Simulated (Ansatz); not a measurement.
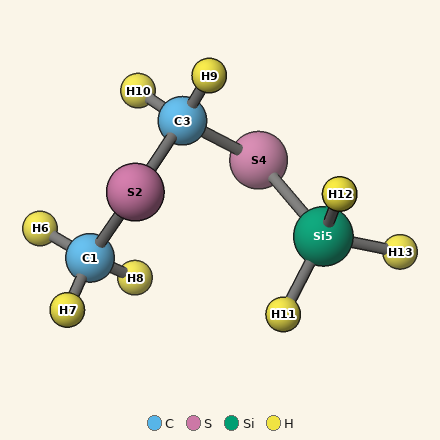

The system is C2H8S2Si, SMILES CSCS[SiH3]; the picture shows the reference structure. Coordinates scanned: (1) angle C1–S2–C3 (carried through 180); (2) change of the bonds S2–C1, S2–C3, all alike. Nothing is relaxed (all other coordinates rigid). The grid has 15 × 15 points. Points are written as (first, second). Energies: kcal/mol, counted from the relaxed molecule at the same level. The calculation used Ansatz, RKS PBE0-D4/def2-SVP.

Its coordinates:

```csv
atom,x (Å),y (Å),z (Å)
C,-1.8410,0.6355,0.5434
S,-0.5279,-0.2266,1.4272
C,0.8957,0.7594,0.9286
S,1.2644,0.8037,-0.8638
Si,1.0281,-1.2841,-1.3407
H,-2.0298,1.6297,0.9748
H,-2.7480,0.0234,0.6402
H,-1.5799,0.7343,-0.5210
H,1.7514,0.3346,1.4743
H,0.7801,1.8095,1.2387
H,-0.3950,-1.7076,-1.4813
H,1.7257,-2.1386,-0.3356
H,1.6965,-1.4078,-2.6701
```

Range: angle C1–S2–C3 (carried through 180) from 82.3 to 277.7°; change of the bonds S2–C1, S2–C3, all alike from −0.198 to 0.306 Å.

> What landscape does the calculation give?

The lowest grid point is at (96.2°, 0.018 Å), 0.5 kcal/mol from the relaxed molecule at the same level. There is a further well near (263.8°, 0.018 Å) (7 kcal/mol above the lowest at that grid point). The highest grid point, (180.0°, −0.198 Å), lies 106 kcal/mol above the lowest. On the interpolated surface the easiest way out of the lowest well to the well at about (258°, 0.01 Å) passes a barrier of about 76 kcal/mol. Round the minimum the valley is somewhat tilted: raising the first coordinate shifts the best value of the second coordinate downwards (coupling k₁₂/√(k₁₁k₂₂) about 0.2).

```csv
"second ↓, first →",82.3,96.2,110.2,124.1,138.1,152.1,166.0,180.0,194.0,207.9,221.9,235.9,249.8,263.8,277.7
0.306,32,29,32,40,52,66,83,97,87,71,55,43,35,32,38
0.270,27,23,27,35,47,62,79,93,84,67,51,39,30,27,34
0.234,23,18,22,30,43,59,76,89,81,64,47,34,25,22,31
0.198,20,14,17,26,39,55,73,85,78,61,44,30,21,18,28
0.162,16,10,13,22,36,52,70,82,75,58,40,26,17,14,27
0.126,14,6,9,19,33,50,68,79,73,56,38,23,14,11,26
0.090,12,4,6,16,30,48,66,77,71,54,36,21,11,9,26
0.054,12,2,4,14,28,47,65,76,70,53,34,19,9,8,27
0.018,12,1,3,12,28,46,65,76,70,53,34,18,8,8,30
−0.018,14,1,2,12,28,47,66,76,71,54,34,18,8,9,35
−0.054,18,2,4,14,30,49,68,78,73,56,36,20,10,11,42
−0.090,23,6,6,16,33,53,72,82,77,60,40,23,13,16,51
−0.126,31,11,11,21,38,58,77,88,83,66,45,28,19,23,63
−0.162,41,19,18,28,45,65,85,96,91,73,52,35,26,32,78
−0.198,55,29,27,37,54,76,96,106,101,84,63,45,37,45,98
```

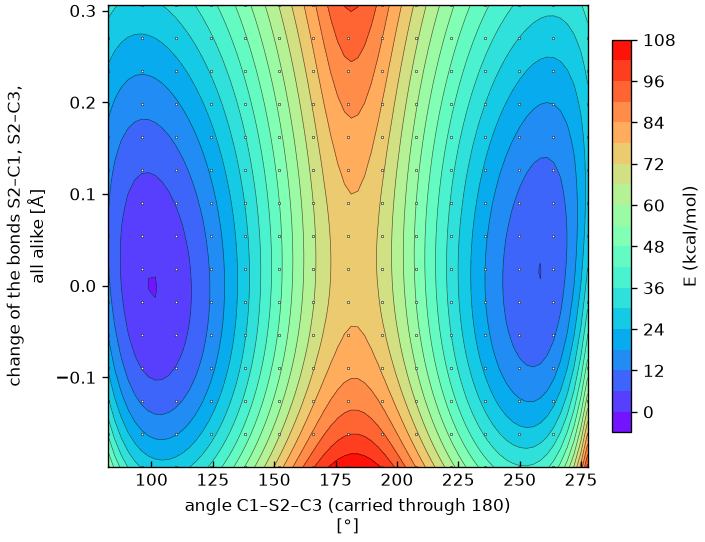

In the figure: filled contours, dots at the grid points. Between grid points the surface is interpolated.

Time for the 225 points that were run: 24 min on 1 thread of AMD EPYC 7R43 64-Core Processor (Zen 3) (shared host).
